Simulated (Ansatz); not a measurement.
**AlF2H3P (SMILES [F][AlH-]([F])[PH2]) (charge −1): density, localisation and related maps**

```xyz
7

Al    0.1462    0.2377   -0.2651
F     1.4448   -0.0246   -1.3765
F    -1.3138   -0.3213   -1.0050
P     0.6582   -1.0694    1.7002
H    -0.6576   -0.9460    2.2584
H     0.0082    1.8061    0.1105
H     0.3485   -2.3302    1.0908
```

Geometry: r2SCAN-D4/def2-SVPD.

Level of theory: Ansatz, isolated molecule in a Gaussian basis; Kohn-Sham density functional theory, functional PBE0.

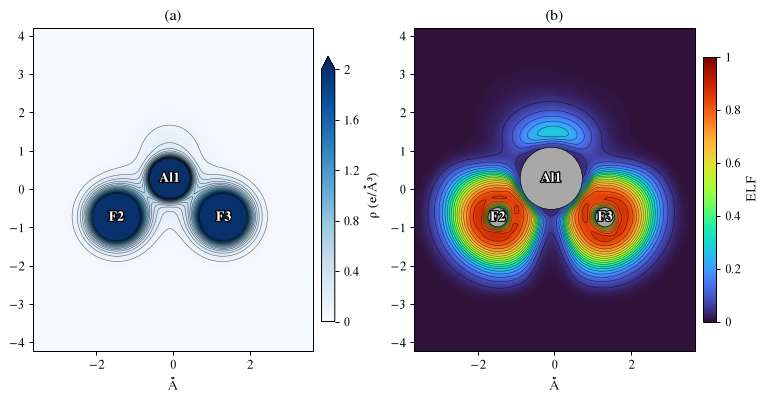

Figure 1. (a) electron density; (b) ELF on the plane of atoms F2, Al1 and F3. Grey discs cover the atomic cores in the ELF map.

Describe what can be read from this map.

Answer.
- The section cuts through Al and F sites.
- Al–F (1.73 Å): ρ is about 0.75 e/Å³ halfway; the ELF peaks at about 0.85 in the valence shell of F, 0.6 Å from its nucleus, and is about 0.40 at the midpoint.
- The ELF also peaks beside F3 and F2, away from the bonds: lone-pair regions.

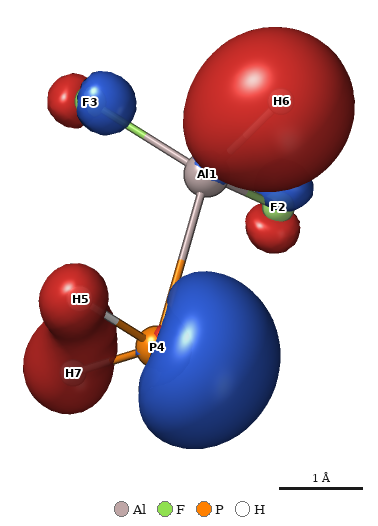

Figure 2. The HOMO−1 at ±0.15 Å⁻³ᐟ² (blue and red are the two phases), seen at an oblique angle.

Where does this orbital lie, and at what energy?

Answer. Its weight (Hirshfeld) is mainly on P4 (about 40 %), H6 (about 25 %), Al1 (about 20 %) and H7 (about 5 %). Its energy is −3.65 eV.

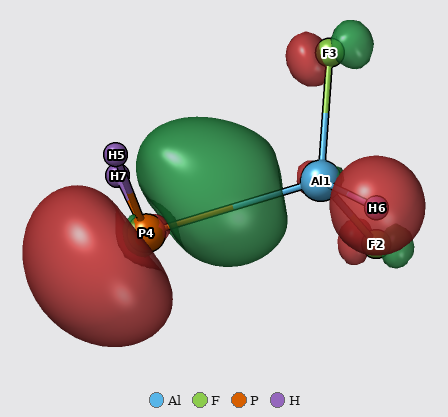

Figure 3. The HOMO at ±0.15 Å⁻³ᐟ² (green and red are the two phases), seen from one side.

Where does this orbital lie, and at what energy?

Answer. By Hirshfeld shares it lies mainly on P4 (about 65 %), Al1 (about 15 %) and H6 (about 10 %). Its energy is −2.25 eV.
